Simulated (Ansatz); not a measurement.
# [MoO3Br]- (MoBrO₃−): inputs that go wrong

3 inputs were typed for [MoO3Br]- (MoBrO₃−). Each is run as it stands; the log then has to tell whether the result can be used.

Program: Ansatz 0.2.0, Gaussian basis. Level of theory: the settings change from run to run. These are calculated values, not measurements.

1 further run of the same task is left out (set aside as unsound or not needed). Runs told in other sessions of the task aren't counted.

### 1 The geometry

The geometry comes from an earlier relaxation with r2SCAN-D4/def2-SVPD; it is a stationary point. Mo takes a core potential in def2 sets; no spin-orbit term is included.

5 atoms, charge -1, spin multiplicity 1.

Atoms are counted from 1 here; the program's logs count them from 0.

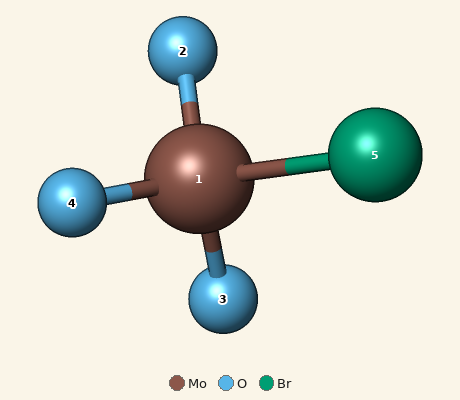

The geometry (molybdenum brown, oxygen blue, bromine teal); atoms are numbered from 1 in the order of the file.

Geometry (Å):

```
Mo    0.07511    0.13162    0.05416
O     0.08164    0.11091    1.77981
O     1.69840    0.14318   -0.53165
O    -0.75302    1.53848   -0.50556
Br   -1.10214   -1.92420   -0.79678
```

### 2 Attempt 1

The input, in.yaml:

```yaml
crystal:
  periodic: [false, false, false]
  atoms:
    - {symbol: Mo, position_ang: [0.301951, -0.156499, 0.002830]}
    - {symbol: O, position_ang: [0.121229, 0.285538, 1.930854]}
    - {symbol: O, position_ang: [1.696722, 0.283152, -0.400575]}
    - {symbol: O, position_ang: [-0.765251, 1.721900, -0.296505]}
    - {symbol: Br, position_ang: [-1.117748, -1.869049, -0.755923]}
basis:
  gaussian: {orbitals: def2-TZVPP, fitting: {mean_field: cc-pVTZ-jkfit}}
total_charge: -1
hamiltonian: {xc: {name: r2SCAN50}, dispersion: d4}
scf: {omitted_lower_state_checks: [starts]}
```

Run with:

```console
$ ansatz run in.yaml --threads 4 --pin off --events-out ev --progress --plain --max-ram 3916MiB
```

Standard output:

```text
Functional definition: r2SCAN50
  name "r2SCAN50"
  cite "Bursch, Neugebauer, Ehlert & Grimme, J. Chem. Phys. 156, 134105 (2022) doi:10.1063/5.0086040"
  cite "Furness, Kaplan, Ning, Perdew & Sun, J. Phys. Chem. Lett. 11, 8208 (2020) doi:10.1021/acs.jpclett.0c02405"
  cite "Furness, Kaplan, Ning, Perdew & Sun, J. Phys. Chem. Lett. 11, 9248 (2020) doi:10.1021/acs.jpclett.0c03077"
  parent r2scan
  parameter a = 0.5
  parameter k0 = 0.174
  parameter k1 = 0.065
  parameter a1 = 4.9479
  exchange = (1 - a)*r2scan_x(k0 = k0, k1 = k1, a1 = a1) + a*exact_x
  correlation = r2scan_c
these checks for a lower state are left out or cut short: starts
Error: <dir> the basis set cc-pVTZ-JKFIT has no functions for Mo
```

Wall time 0.25 s (4 threads of Arm Neoverse V2, shared host).

Diagnosis: Refused before any calculation. The fitting set named has no entry for an element of this molecule. Cure: leave the fitting key out, or name a set that covers all elements and suits the basis. Its coordinates are also moved off the relaxed structure.

### 3 Attempt 2

The input, in.yaml:

```yaml
crystal:
  periodic: [false, false, false]
  atoms:
    - {symbol: Mo, position_ang: [0.075110, 0.131621, 0.054163]}
    - {symbol: O, position_ang: [0.081639, 0.110905, 1.779809]}
    - {symbol: O, position_ang: [1.698402, 0.143180, -0.531646]}
    - {symbol: O, position_ang: [-0.753021, 1.538483, -0.505556]}
    - {symbol: Br, position_ang: [-1.102140, -1.924200, -0.796780]}
basis:
  gaussian: {orbitals: def2-mTZVPP}
total_charge: -1
magnetization: {spin_polarized: true, initial_magnetization: 6}
hamiltonian: {xc: {name: B97M-V}}
scf: {omitted_lower_state_checks: [starts]}
output: {forces: true}
```

The command is unchanged.

Standard output, shortened:

```text
Functional definition: B97M-V
  name "B97M-V"
  cite "Mardirossian & Head-Gordon, J. Chem. Phys. 142, 074111 (2015) doi:10.1063/1.4907719"
  cite "Becke, J. Chem. Phys. 107, 8554 (1997) doi:10.1063/1.475007"
  cite "Vydrov & Van Voorhis, J. Chem. Phys. 133, 244103 (2010) doi:10.1063/1.3521275"
  # Of w^i u^j: cxij and so on, Table III.
[...]
  gx(w, u) = cx00 + cx01*u + cx02*u^2 + (cx10 + cx11*u)*w
  gss(w, u) = css00 + css02*u^2 + css10*w + (css32*w^3 + css42*w^4)*u^2
  gos(w, u) = cos00 + cos01*u + cos03*u^3 + cos10*w + cos32*w^3*u^2
[...]
      + integral(e_c_pw_mod_opposite_spin*gos(b97_w_opposite, b97_u_opposite)) + vv10(b, c)
[...]
1114 factors; their error is unknown
[...]
mean field -78024.92821666 eV, -2867.3632247665 hartree, gradient 8.1e-6 eV, S^2 12.020216; 0 other end points of the search recorded, 0 dependent functions left out
[...]
reference -78024.92828539 eV, -2867.3632272921 hartree; 40, 34 occupied and 101, 107 virtual orbitals, 1114 factors
Total energy: -78024.92828539 eV, -2867.3632272921 hartree
Atom 0 at     0.075110     0.131621     0.054163 Å, force    -2.410626    -4.197285    -1.742619 eV/Å
Atom 1 at     0.081639     0.110905     1.779809 Å, force    -0.264302    -0.637283     9.216708 eV/Å
Atom 2 at     1.698402     0.143180    -0.531646 Å, force     8.578089    -0.459729    -3.420350 eV/Å
Atom 3 at    -0.753021     1.538483    -0.505556 Å, force    -4.828403     7.173445    -3.277739 eV/Å
Atom 4 at    -1.102140    -1.924200    -0.796780 Å, force    -1.074757    -1.879148    -0.776000 eV/Å
Dipole moment:    -0.163720    -0.286725    -0.118176 e Å
Checks for a lower state left out: starts
```

It took 43 s on 4 threads of Arm Neoverse V2, shared host; peak memory 0.59 GiB.

What is wrong: The run converged, but a converged run isn't a right one. The spin is set far too high for this molecule. It asks for 6 unpaired electrons; the ground state has 0. Its energy belongs to an excited spin state, not the ground state. Cure: set initial_magnetization back to that of the ground state.

### 4 Attempt 3

The input, in.yaml:

```yaml
crystal:
  periodic: [false, false, false]
  atoms:
    - {symbol: Mo, position_ang: [0.075110, 0.131621, 0.054163]}
    - {symbol: O, position_ang: [0.081639, 0.110905, 1.779809]}
    - {symbol: O, position_ang: [1.698402, 0.143180, -0.531646]}
    - {symbol: O, position_ang: [-0.753021, 1.538483, -0.505556]}
    - {symbol: Br, position_ang: [-1.102140, -1.924200, -0.796780]}
basis:
  gaussian: {orbitals: ANO-RCC-VTZP}
total_charge: -1
magnetization: {spin_polarized: true, initial_magnetization: 3}
hamiltonian: {xc: {name: RPBE}}
scf: {omitted_lower_state_checks: [starts]}
output: {forces: true}
```

Launched as before.

Standard output:

```text
Error: a molecule whose nuclei and cores have a total charge of 101 cannot have a net charge of -1 together with 3 unpaired electrons
```

It took 0.05 s on 4 threads of Arm Neoverse V2, shared host.

Diagnosis: Refused before any calculation. The number of unpaired electrons doesn't fit the electron count. Cure: make charge and initial_magnetization agree: an even electron count takes an even number of unpaired electrons.

### 5 How the tries ended

```tsv
attempt	level	ended	cause	time
1	r2SCAN50/def2-TZVPP	refused	the fitting set named has no entry for an element of this molecule	0.25 s
2	B97M-V/def2-mTZVPP	converged	the spin is set far too high for this molecule	43 s
3	RPBE/ANO-RCC-VTZP	refused	the number of unpaired electrons doesn't fit the electron count	0.05 s
```

2 refused, 1 converged. A refusal costs next to no computing time. The dangerous case is the input that converges on a wrong geometry, charge, spin, basis or grid: often only a look at the input shows it.
